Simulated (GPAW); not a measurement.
## How the form of the self-energy moves the gap of Cs2AgBiBr6 (Fm-3m)

How much does the gap of Cs2AgBiBr6 (Fm-3m) depend on the approximation to the self-energy?

Program: GPAW 26.7.0. Level of theory: LDA and many-body steps on it, plane waves. Results are calculated unless marked as measured.

## Step 1: The structure

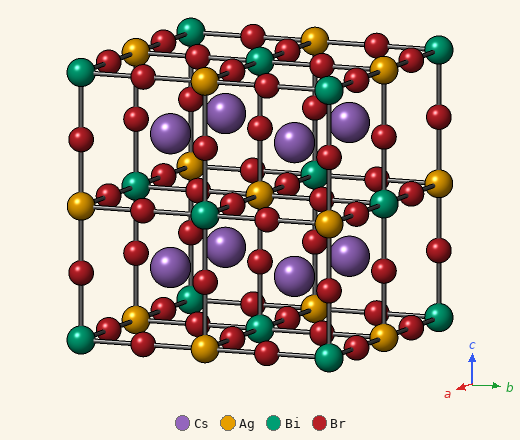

The starting structure, seen slightly off an axis (caesium purple, silver orange, bismuth teal, bromine red). This picture shows the conventional cell, with its axes. Some periodic images of atoms are drawn too.

As a file:

```
Cs Ag Bi Br
1.0
     0.00000    5.61610    5.61610
     5.61610    0.00000    5.61610
     5.61610    5.61610    0.00000
Cs Ag Bi Br
2 1 1 6
Cartesian
  2.8081 2.8081 2.8081
  8.4242 8.4242 8.4242
  5.6161 5.6161 5.6161
  0.0000 0.0000 0.0000
  5.6161 2.8142 5.6161
  8.4180 5.6161 5.6161
  5.6161 8.4180 5.6161
  2.8142 5.6161 5.6161
  5.6161 5.6161 2.8142
  5.6161 5.6161 8.4180
```

The cell and positions come from the Crystallography Open Database and are kept as given unless a step says otherwise. Spin-orbit coupling is left out unless a step names it.

## Step 2: Empty states on the mesh, 2×2×2 mesh, 1202 bands

This step: GPAW 26.7.0; DFT, LDA, plane waves, PAW.

The sums over transitions need many empty states on a uniform mesh; this step solves for them.

run.py

```python
import json
import numpy as np
from gpaw.mpi import world
from gpaw import GPAW

calc = GPAW('gs.gpw').fixed_density(kpts={'size': (2, 2, 2), 'gamma': True},
    parallel={'domain': 1, 'band': 1},
    txt='nscf.txt')
calc.diagonalize_full_hamiltonian(nbands=1202)
calc.write('full.gpw', mode='all')
res = {}
kpts = calc.get_ibz_k_points()
res['kpts'] = kpts
res['eigenvalues'] = [calc.get_eigenvalues(kpt=k) for k in range(len(kpts))]
res['n_electrons'] = calc.get_number_of_electrons()

if world.rank == 0:
    with open('result.json', 'w') as f:
        json.dump(res, f, default=lambda x: x.tolist())
```

Started as:

```bash
mpirun -n 3 gpaw python run.py
```

Numbers of over 12 decimals in the logs are rounded to 6 here.

The log of the run:

```text
Diagonalizing LCAO Hamiltonian
Converting LCAO to pw mode
convergence criteria:
- Maximum integral of absolute [eigenst]ate change: 4e-08 eV^2 / valence electron
maximum number of iterations: 100

SCF iterations
|iter     |     time |      energy | eigst |  dens |
|iter:   1|  |             | +0.08 |       |
|iter:   2|  |             | -0.59 |       |
|iter:   3|  |             | -1.33 |       |
[...]
|iter:  33|  |             | -7.08 |       |
|iter:  34|  |             | -7.36 |       |
|iter:  35|  |             | -7.67c|       |
SCF steps: 35
  __  _  _
 | _ |_)|_||  |
 |__||  | ||/\| - 26.7.0

Input parameters:
  mode=PW(ecut=450.000000),
  convergence={'density': 1e-06, 'bands': -3},
  gpts=array([40, 40, 40]),
  kpts=MonkhorstPack(size=(2, 2, 2), gamma=True),
  maxiter=100,
  nbands=57,
  occupations=Occupations(name='fermi-dirac', width=0.001, fixmagmom=False),
  parallel={'domain': 1, 'band': 1},
  xc=XC(name='LDA')
Matrix size: 7727x7727
# Writing to full.gpw (mode='all')
  [... matrices ...]

timing:  # [seconds]
  Total: 458.856  # ━━━━━━━━━━━━━━━━━━━━━━━━━━━━━━━━━━━━━━━━━━━━━━━━━━━━━━━━━
```

Run time: 8.2 min. Hardware: 3 MPI ranks of Arm Neoverse V1, shared host; peak memory 12 GiB.

Numbers from this step:

```yaml
gap: 1.078 eV
k_of_the_valence_top: 0.5, 0.5, 0
k_of_the_conduction_bottom: 0.5, 0.5, 0.5
least_direct_gap: 2.347 eV
k_points_computed: 3
lowest_point_of_the_top_converged_band_above_the_valence_top: 119.9510 eV
```

On this mesh the gap is 1.078 eV.

## Step 3: G0W0, Godby-Needs plasmon pole

Now the one-shot GW correction: screening in the RPA, then the self-energy of the levels asked for.

This step: G0W0 on LDA, plane waves, PAW.

run.py

```python
import json
import numpy as np
from gpaw.mpi import world
from gpaw.response.g0w0 import G0W0

gw = G0W0('full.gpw',
    filename='gw',
    kpts=[0, 1, 2],
    bands=(44, 48),
    ecut=78,
    nbands=554,
    integrate_gamma='WS',
    ppa=True)
gw.calculate()
res = {mode: {k: v for k, v in r.items() if k != 'sigma_eskwn'}
       for mode, r in gw.all_results.items()}

if world.rank == 0:
    with open('result.json', 'w') as f:
        json.dump(res, f, default=lambda x: x.tolist())
```

Started as:

```bash
mpirun -n 8 gpaw python run.py
```

The log of the run:

```text
Using integrator: PointIntegrator
FrequencyGridDescriptor(from 0.000+0.000j to 0.000+27.211j eV, 2 points)
Nonperiodic BCs:  [False False False]
Using integrator: PointIntegrator
FrequencyGridDescriptor(from 0.000+0.000j to 0.000+27.211j eV, 2 points)
Nonperiodic BCs:  [False False False]
  ___  _ _ _
 |   || | | |
 | | || | | |
 |__ ||_____|
 |___|

BZ k-points: Symmetries present (total): 48

  [... matrices ...]
8 k-points: 2 x 2 x 2 Monkhorst-Pack grid + [1/4,1/4,1/4]
3 k-points in the irreducible part of the Brillouin zone
       k-points in crystal coordinates                weights
   0:     0.00000000    0.00000000    0.00000000          1/8
   1:     0.50000000    0.50000000    0.00000000          3/8
   2:     0.50000000    0.50000000    0.50000000          4/8

Distributing spins, k-points and bands (1 x 3 x 4) over 8 processes
Number of blocks: 1

Quasi particle states:
k-points (IBZ indices): [0, 1, 2]
Band range: (44, 48)
  [... matrices ...]
Computational parameters:
Plane wave cut-off: 78 eV
Number of bands: 554
Coulomb cutoff: None
Broadening: 0.1 eV

fxc modes: GW
Kernel: RPA
Using Godby-Needs plasmon-pole approximation:
  Fitting energy: i*E0, E0 = 1.000 Hartree
Summing all q:

Calculating screened Coulomb potential
No Coulomb truncation
FrequencyGridDescriptor(from 0.000+0.000j to 0.000+27.211j eV, 2 points)
Removing empty qpoint cache files...

Calculating chi0 body with:
    Ground state adapter containing:
    Number of spins: 1
    Number of kpoints: 8
    Number of irreducible kpoints: 3
    Number of completely occupied states: 46
    Number of partially occupied states: 46
    Occupied states memory: 44.921875 M / cpu

    Linear response parametrization:
    q_c: [0.0, 0.0, 0.0]
    Number of frequency points: 2
    Planewave cutoff: 78.0
    Number of bands: 554
    Number of planewaves: 537
    Broadening (eta): 1e-06
    comm.size: 8
    kncomm.size: 8
    blockcomm.size: 1

    Memory estimate of potentially large arrays:
        chi0_wGG: 8.800323 M / cpu
Integrating chi0 body.

Symmetries of q_c:
    Direct symmetries (Uq -> q): 48
    Indirect symmetries (TUq -> q): 0
In total 48 allowed symmetries.

  [... matrices ...]
3 groups of equivalent kpoints. 62.5% reduction.

Integral kind: response function
Integrating chi0 head and wings.

Symmetries of q_c:
    Direct symmetries (Uq -> q): 48
    Indirect symmetries (TUq -> q): 0
In total 48 allowed symmetries.

  [... matrices ...]
3 groups of equivalent kpoints. 62.5% reduction.

Integral kind: response function wings

Calculating chi0 body with:
    Ground state adapter containing:
    Number of spins: 1
    Number of kpoints: 8
    Number of irreducible kpoints: 3
    Number of completely occupied states: 46
    Number of partially occupied states: 46
    Occupied states memory: 44.921875 M / cpu

    Linear response parametrization:
[... the further q-points ...]

Results:
f:      Occupation numbers
eps:     KS-eigenvalues [eV]
vxc:     KS vxc [eV]
exx:     Exact exchange [eV]
sigma:   Self-energies [eV]
dsigma:  Self-energy derivatives
Z:       Renormalization factors
qp:      QP-energies [eV]

k-point 0 (0): (0.000, 0.000, 0.000)                GW
band       f     eps     vxc     exx   sigma  dsigma       Z      qp
                                                                   GW
  44   1.000   1.848 -22.808 -26.454   3.308  -0.283   0.779   1.585
  45   1.000   1.848 -22.808 -26.454   3.308  -0.283   0.779   1.585
  46   0.000   4.689 -13.737  -9.546  -3.069  -0.233   0.811   5.599
  47   0.000   4.689 -13.737  -9.546  -3.069  -0.233   0.811   5.599

k-point 1 (1): (0.500, 0.500, 0.000)                GW
band       f     eps     vxc     exx   sigma  dsigma       Z      qp
                                                                   GW
  44   1.000   1.842 -22.808 -26.465   3.316  -0.284   0.779   1.576
  45   1.000   2.545 -21.635 -24.175   2.455  -0.264   0.791   2.478
[...]
k-point 2 (2): (0.500, 0.500, 0.500)                GW
band       f     eps     vxc     exx   sigma  dsigma       Z      qp
                                                                   GW
[...]
45   1.000   1.276 -19.092 -22.831   3.072  -0.291   0.775   0.759
  46   0.000   3.623 -14.226 -10.043  -3.030  -0.229   0.813   4.561
  47   0.000   6.155 -16.989 -12.667  -2.966  -0.274   0.785   7.219
```

Wall time 3.8 min (8 MPI ranks); peak memory 9.3 GiB; 30 min of CPU time.

Numbers from this step:

```yaml
g0w0_gap_on_the_points_computed: 2.083 eV
least_direct_g0w0_gap_on_the_computed_points: 3.721 eV
z_at_the_valence_top: 0.7914
z_at_the_conduction_bottom: 0.8135
starting_gap_on_the_mesh: 1.078 eV
k_of_the_valence_top: 0.5, 0.5, 0
k_of_the_conduction_bottom: 0.5, 0.5, 0.5
```

The gap on the mesh goes from 1.08 eV to 2.08 eV, a correction of +1.00 eV.

## Step 4: One-shot HSE06

This step: one-shot HSE06 levels on LDA orbitals, plane waves, PAW.

run.py

```python
import json
import numpy as np
from gpaw.mpi import world
from gpaw.hybrids.eigenvalues import non_self_consistent_eigenvalues

dft, vxc, vxc_hyb = non_self_consistent_eigenvalues('full.gpw', 'HSE06', 44, 48, kpt_indices=[0, 1, 2])
res = {'dft': dft[0], 'hybrid': (dft - vxc + vxc_hyb)[0]}
if world.rank == 0:
    with open('hybrid.txt', 'w') as f:
        for k, e0, e1 in zip([0, 1, 2], res['dft'], res['hybrid']):
            print(k, ' '.join(f'{x:9.4f}' for x in e0), '|', ' '.join(f'{x:9.4f}' for x in e1), file=f)

if world.rank == 0:
    with open('result.json', 'w') as f:
        json.dump(res, f, default=lambda x: x.tolist())
```

Started as:

```bash
mpirun -n 8 gpaw python run.py
```

The log of the run:

```text
IBZ(<points: 3, symmetries: 48>)
Occupied bands: 46
Transforming wave functions from IBZ to BZ: 0.059 seconds
Distributing wave functions and iFFT-ing to real space: 0.085 seconds
Calculating eigenvalues:
  k-points: 3
  Bands: 44-47 (inclusive)
  Seconds: 1.540 (wave-function broadcasting: 0.055 seconds)
HSE06-eigenvalue shifts:
  min: -0.741 eV
  ave: 0.016 eV
  max: 0.723 eV
```

It took 5.4 s on 8 MPI ranks; peak memory 2.1 GiB; 43 s of CPU time.

Numbers from this step:

```yaml
starting_gap_on_the_mesh: 1.078 eV
hybrid_gap_on_the_mesh: 2.236 eV
least_direct_hybrid_gap_on_the_computed_points: 3.775 eV
```

## Step 5: G0W0, extrapolated in the cutoff

This step: G0W0 on LDA, plane waves, PAW.

run.py

```python
import json
import numpy as np
from gpaw.mpi import world
from gpaw.response.g0w0 import G0W0

gw = G0W0('full.gpw',
    filename='gw',
    kpts=[0, 1, 2],
    bands=(44, 48),
    ecut=130.0,
    integrate_gamma='WS',
    ppa=True,
    ecut_extrapolation=True)
gw.calculate()
res = {mode: {k: v for k, v in r.items() if k != 'sigma_eskwn'}
       for mode, r in gw.all_results.items()}

if world.rank == 0:
    with open('result.json', 'w') as f:
        json.dump(res, f, default=lambda x: x.tolist())
```

Started as:

```bash
mpirun -n 8 gpaw python run.py
```

The log of the run:

```text
Using integrator: PointIntegrator
FrequencyGridDescriptor(from 0.000+0.000j to 0.000+27.211j eV, 2 points)
Nonperiodic BCs:  [False False False]
Using integrator: PointIntegrator
FrequencyGridDescriptor(from 0.000+0.000j to 0.000+27.211j eV, 2 points)
Nonperiodic BCs:  [False False False]
  ___  _ _ _
 |   || | | |
 | | || | | |
 |__ ||_____|
 |___|

BZ k-points: Symmetries present (total): 48

  [... matrices ...]
8 k-points: 2 x 2 x 2 Monkhorst-Pack grid + [1/4,1/4,1/4]
3 k-points in the irreducible part of the Brillouin zone
       k-points in crystal coordinates                weights
   0:     0.00000000    0.00000000    0.00000000          1/8
   1:     0.50000000    0.50000000    0.00000000          3/8
   2:     0.50000000    0.50000000    0.50000000          4/8

Distributing spins, k-points and bands (1 x 3 x 4) over 8 processes
Number of blocks: 1

Quasi particle states:
k-points (IBZ indices): [0, 1, 2]
Band range: (44, 48)
  [... matrices ...]
Computational parameters:
Extrapolating to infinite plane wave cut-off using points at:
  112.031 eV
  120.183 eV
  130.000 eV
Number of bands: 1192
Coulomb cutoff: None
Broadening: 0.1 eV

fxc modes: GW
Kernel: RPA
Using Godby-Needs plasmon-pole approximation:
  Fitting energy: i*E0, E0 = 1.000 Hartree
Summing all q:

Calculating screened Coulomb potential
No Coulomb truncation
FrequencyGridDescriptor(from 0.000+0.000j to 0.000+27.211j eV, 2 points)
Removing empty qpoint cache files...

Calculating chi0 body with:
    Ground state adapter containing:
    Number of spins: 1
    Number of kpoints: 8
    Number of irreducible kpoints: 3
    Number of completely occupied states: 46
    Number of partially occupied states: 46
    Occupied states memory: 44.921875 M / cpu

    Linear response parametrization:
[...]
Integral kind: response function
Integrating chi0 head and wings.

Symmetries of q_c:
    Direct symmetries (Uq -> q): 48
    Indirect symmetries (TUq -> q): 0
In total 48 allowed symmetries.

  [... matrices ...]
3 groups of equivalent kpoints. 62.5% reduction.

Integral kind: response function wings

Calculating chi0 body with:
    Ground state adapter containing:
    Number of spins: 1
    Number of kpoints: 8
    Number of irreducible kpoints: 3
    Number of completely occupied states: 46
    Number of partially occupied states: 46
    Occupied states memory: 44.921875 M / cpu

    Linear response parametrization:
[... the further q-points ...]
Extrapolating selfenergy to infinite energy cutoff:
  Performing linear fit to 3 points
  Warning: Bad quality of linear fit for some (n,k).
           Higher cutoff might be necessary.
  Minimum R^2 = 0.1012. (R^2 Should be close to 1)
  [... matrices ...]
Results:
f:      Occupation numbers
eps:     KS-eigenvalues [eV]
vxc:     KS vxc [eV]
exx:     Exact exchange [eV]
sigma:   Self-energies [eV]
dsigma:  Self-energy derivatives
Z:       Renormalization factors
qp:      QP-energies [eV]

k-point 0 (0): (0.000, 0.000, 0.000)                GW
band       f     eps     vxc     exx   sigma  dsigma       Z      qp
                                                                   GW
  44   1.000   1.848 -22.808 -26.454   2.863  -0.292   0.774   1.242
  45   1.000   1.848 -22.808 -26.454   2.863  -0.292   0.774   1.242
  46   0.000   4.689 -13.737  -9.546  -3.444  -0.249   0.801   5.288
[...]
k-point 1 (1): (0.500, 0.500, 0.000)                GW
band       f     eps     vxc     exx   sigma  dsigma       Z      qp
                                                                   GW
[...]
k-point 2 (2): (0.500, 0.500, 0.500)                GW
band       f     eps     vxc     exx   sigma  dsigma       Z      qp
                                                                   GW
[...]
46   0.000   3.623 -14.226 -10.043  -3.426  -0.233   0.811   4.238
  47   0.000   6.155 -16.989 -12.667  -3.462  -0.212   0.825   6.864
```

Elapsed: 39 min, on 8 MPI ranks; peak memory 20 GiB.

Numbers from this step:

```yaml
quasiparticle_gap_on_the_points_computed: 2.177 eV
least_direct_quasiparticle_gap_on_the_computed_points: 3.794 eV
z_at_the_valence_top: 0.7865
z_at_the_conduction_bottom: 0.8114
starting_gap_on_the_mesh: 1.078 eV
k_of_the_valence_top: 0.5, 0.5, 0
k_of_the_conduction_bottom: 0.5, 0.5, 0.5
gaps_at_the_cutoffs_of_the_extrapolation: 2.100, 2.107, 2.115 eV
```

Against G0W0 in GPAW (2×2×2 mesh, 554 bands, screening to 78 eV, Godby-Needs plasmon pole), the gap moves by +0.094 eV.

[end of part 1 of 2]

[Paths, hosts, dates, memory and timing lines, banners, echoed tables and standing remarks are left out of the program output.]

[Logs are printed without paths, hosts, clocks, repeated set-up lines and the standing remarks that a program may print on its own settings, such as how far it seeks lower states.]

[Runs of the session that timed out or met a known fault of the program may be left out.]

[Hosts, paths, dates, database ids (printed as entryN), source tags and the programs' standing remarks are cut or masked in the printed files.]
